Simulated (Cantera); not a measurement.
A closed system holds: 1 mol SiCl4, 0.027 mol Cl2, 180 mol H2, at 3.20 mbar.

Equilibrium computed with Cantera from the NASA thermochemical tables; the gas is ideal and each condensed phase is pure. Candidate condensed phases: Si; 19 gas species. The tables' values for SiCl3, SiCl are old estimates; treat these amounts as uncertain. Gases not in the tables: Si2H6 and higher silanes. Equilibrium is a limit: real reactors are often held back by kinetics, nucleation or transport.

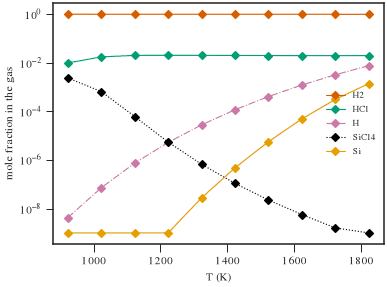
Equilibrium gas composition (values under 1e-9 drawn at 1e-9)

Problem. Read off the mole fractions at 1023 K.

Solution. H2 about 0.98, HCl about 0.017, SiCl4 about 0.00065, H about 7.2e-8.
